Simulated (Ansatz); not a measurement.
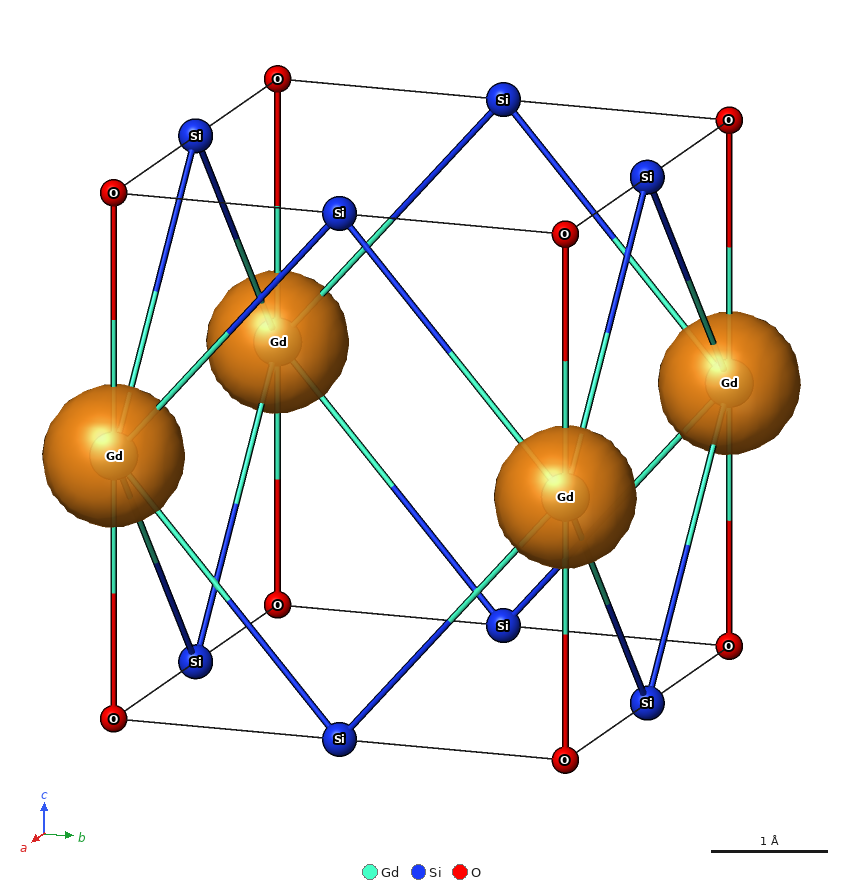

GdSi$_{2}$O. Isosurfaces of the spin density at +2 (orange) and −2 e/Å³ (purple), seen slightly off an axis. Sticks mark near contacts.

Space group P4/mmm; a structure generated by program, which may or may not match a known phase; spin-polarised.

Computed with Ansatz 0.2.0, DFT PBE, scalar-relativistic, plane waves, PAW.

In a PAW calculation such maps are meaningful between the atoms, not at the nuclei.

```yaml
crystal:
  lattice:
    - [4.15611, 0.00000, 0.00000]
    - [0.00000, 4.15611, 0.00000]
    - [0.00000, 0.00000, 4.70104]
  atoms:
    - { symbol: Gd, position: [0.00000, 0.00000, 0.50000] }
    - { symbol: Si, position: [0.50000, 0.00000, 0.00000] }
    - { symbol: Si, position: [0.00000, 0.50000, 0.00000] }
    - { symbol: O, position: [0.00000, 0.00000, 0.00000] }
```

Question: Which atoms carry the moments, and with what signs?

Answer: The spin density sits on Gd: +6.8 μB in one cell of 4 atoms: parallel moments, as they must be, since the calculation's own cell holds one magnetic site. The cell of the calculation (4 atoms) carries 6.9 μB of net spin moment. Only one sign reaches the isovalue.
